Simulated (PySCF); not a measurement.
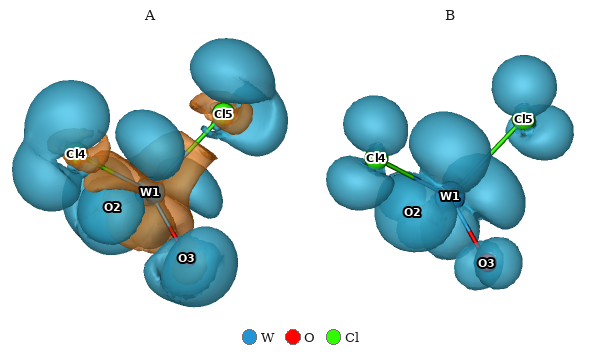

*Cl2O2W. The Fukui function f⁺ from two separate SCF calculations and the density of the LUMO, at ±0.015 e/Å³ (light blue positive, orange negative).*

Method: PBE0/def2-SVPD; geometry: GFN2-xTB; program: PySCF. Core potentials replace the inner electrons of W; spin–orbit coupling isn't included. This is a single-reference result, which may miss multireference character in this system. No frequency check shows the geometry to be a minimum. GFN2-xTB bond lengths at metals and heavier atoms can be off by up to 0.1 Å and shapes distorted, which carries into these values.

Cartesian coordinates (Å):

```
W1      -0.0002    0.2369   -0.0000
O2      -0.0019    1.1444   -1.4089
O3       0.0019    1.1443    1.4090
Cl4      1.7467   -1.0539   -0.0007
Cl5     -1.7460   -1.0545    0.0007
```

Which panel is which, and how good is the frozen-orbital picture?

Answer. A is f⁺ (it has negative regions), B the LUMO density. The LUMO lies on W1 (56 %), Cl4 and Cl5 (15 % each) and O2 and O3 (7 % each); f⁺ (Hirshfeld-condensed) is largest on W1 (0.29) and Cl4 and Cl5 (0.22 each); the vertical electron affinity is 1.48 eV (the stability of the anion's solution wasn't checked; the anion's highest orbital has positive energy, so this value and f⁺ depend on the basis). Relaxation shifts 27 % of the electron between atoms. The orbital energy is −3.39 eV.
